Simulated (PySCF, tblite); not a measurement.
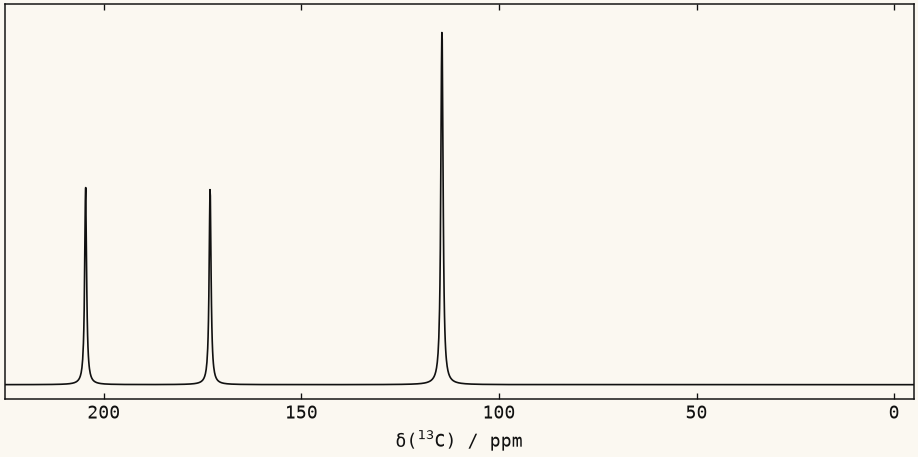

GIAO shifts, PBE0/pcSseg-1, PySCF 2.14.0, at a GFN2-xTB geometry (a minimum by its frequencies), against TMS for ¹³C computed at the same level. Gas phase, fully decoupled, line heights follow the number of nuclei, widths are arbitrary (no quadrupolar broadening); values of one conformer, averaged over methyl-type rotors and exact or near symmetry.

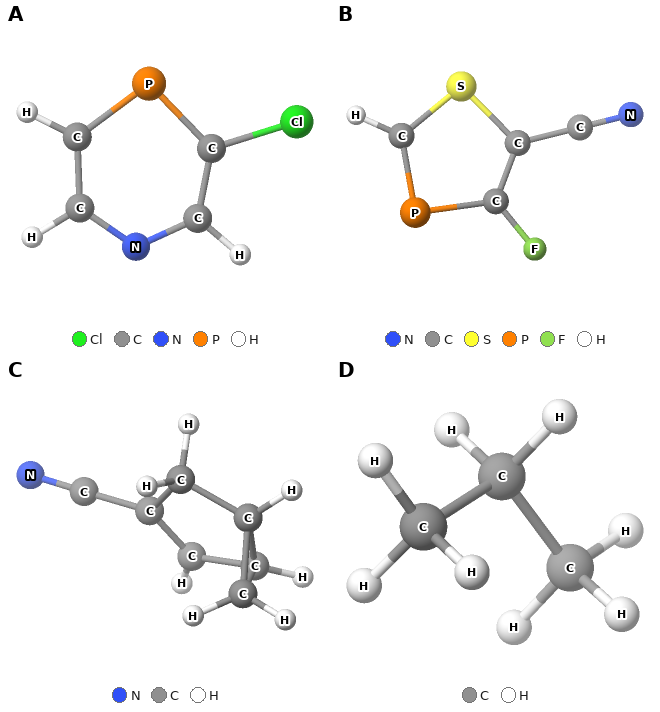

Which structure fits the spectrum? The candidates are drawn in the second picture.

Structure B, C₄HFNPS, SMILES N#Cc1scpc1F. Its ¹³C signals: 204.6 (1 C), 173.1 (1 C), 114.5 (1 C), 114.3 (1 C) ppm.

Note: the tight-binding geometry is rougher than a DFT one and adds to the error.
